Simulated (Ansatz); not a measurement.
Input file:

```
crystal:
  periodic: [false, false, false]
  atoms:
    - {symbol: F, position_ang: [0.414736, 1.400960, -2.618389]}
    - {symbol: C, position_ang: [-0.275571, 1.231041, -1.474530]}
    - {symbol: F, position_ang: [-0.153410, 2.362929, -0.738317]}
    - {symbol: C, position_ang: [0.331377, 0.074202, -0.695182]}
    - {symbol: F, position_ang: [0.168033, -1.058839, -1.444763]}
    - {symbol: C, position_ang: [-0.322007, -0.074552, 0.662248]}
    - {symbol: F, position_ang: [-1.666553, -0.289456, 0.522310]}
    - {symbol: C, position_ang: [0.257673, -1.208710, 1.504892]}
    - {symbol: F, position_ang: [-0.272525, -1.183637, 2.727420]}
    - {symbol: F, position_ang: [1.580024, -1.038466, 1.624659]}
    - {symbol: F, position_ang: [0.032898, -2.406309, 0.985220]}
    - {symbol: H, position_ang: [-1.329644, 1.072634, -1.716969]}
    - {symbol: H, position_ang: [1.401461, 0.268204, -0.565697]}
    - {symbol: H, position_ang: [-0.166481, 0.849999, 1.227108]}
basis:
  gaussian: {orbitals: def2-TZVPP}
hamiltonian: {xc: pbe0, dispersion: d4}
output: {orbitals: {seedname: orbitals}}
```

Launched as:

```sh
ansatz run in.yaml --threads 5 --pin off --events-out ev --progress --plain --max-ram 66560MiB --backend cuda --devices 0, --max-vram 37GiB
```

Geometry: PBE0-D4/def2-TZVP.

Level of theory: RKS PBE0-D4/def2-TZVPP in Ansatz.

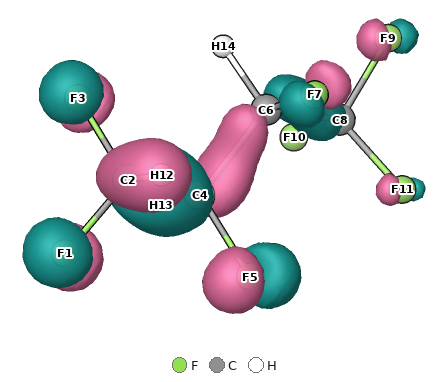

C4H3F7 (SMILES FC(F)C(F)C(F)C(F)(F)F). The HOMO at ±0.2 Å⁻³ᐟ² (teal and pink are the two phases), seen at an oblique angle.

> Describe this orbital and give its energy.

It lies mainly on C2 (about 15 %), F1 (about 15 %), C4 (about 15 %), F5 (about 15 %), F3 (about 10 %) and H12 (about 5 %). Its energy is −10.03 eV.
